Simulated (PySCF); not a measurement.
## Electronic structure of C₆H₇FSi (SMILES FC=C1C=C[SiH2]C=C1) in real space

The calculation's input:

```
{"job": {"kind": "nmr", "xc": "PBE0", "basis": "pcSseg-1"}, "charge": 0, "multiplicity": 1}
F      3.245981     0.810400     0.246410
C      2.378053    -0.198126     0.426468
C      1.060146    -0.079006     0.187305
C      0.234376    -1.253463     0.423969
C     -1.085903    -1.323637     0.242030
Si    -2.090837     0.135857    -0.365772
C     -0.757853     1.434503    -0.563877
C      0.524899     1.187779    -0.288398
H      2.872418    -1.091954     0.778834
H      0.786266    -2.118616     0.778343
H     -1.577815    -2.262616     0.457529
H     -2.748834    -0.164243    -1.645221
H     -3.097431     0.541622     0.625527
H     -1.019368     2.424967    -0.911575
H      1.271487     1.964522    -0.413483
```

Command:

```sh
OMP_NUM_THREADS=1 python probes_run.py task.json out
```

Geometry: GFN2-xTB.

All numbers below come from PBE0/pcSseg-1, SCF density, gas phase, non-relativistic (PySCF 2.14.0).

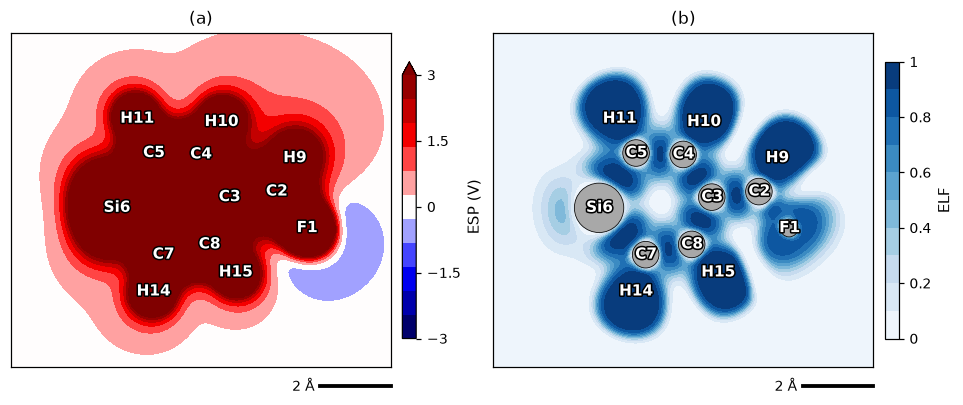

Figure 1. (a) molecular electrostatic potential; (b) ELF on the plane of atoms C4, C3 and C8. Grey discs cover the atomic cores in the ELF map.

Question: Describe what can be read from this map.

Answer: The section cuts through F, C, Si and H sites. C–C (1.33 Å): the ELF peaks at about 0.90 between the atoms (a multiple bond). C–F (1.34 Å): the ELF peaks at about 0.85 between the atoms: a polar covalent bond. C–Si (1.87 Å): the ELF peaks at about 0.95 between the atoms (a covalent bond). C–H (1.08 Å): the ELF climbs to about 1 towards the hydrogen, as it does in any bond to H (an ordinary covalent bond to hydrogen). C–C (1.46 Å): the ELF peaks at about 0.95 between the atoms, as expected for a covalent bond. The ELF also peaks beside F1, away from the bonds: lone-pair regions. Outside the dense part of the molecule the potential is most negative (−0.6 V) near F1.

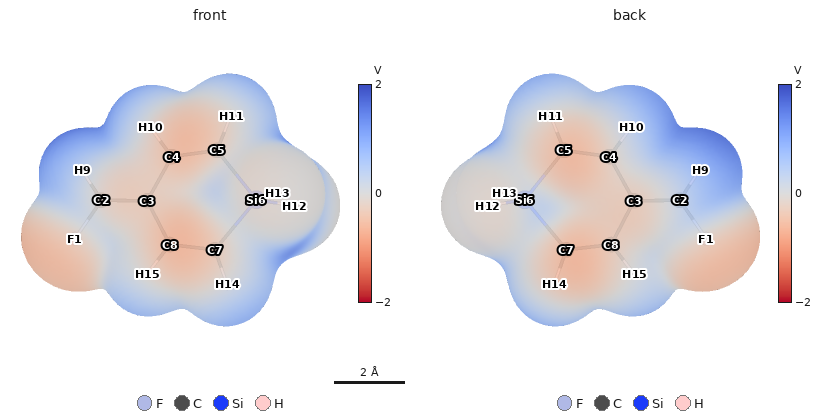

Figure 2. The molecular electrostatic potential painted on the density surface at 0.002 e/bohr³, seen from the front and from behind; the colour scale runs from red (negative) to blue (positive).

Question: Describe the electrostatic potential map.

Answer: The most negative region (about −0.6 V) lies over the π face of C4, C5, C7 and C8, the most positive (about +1.5 V) over H9.
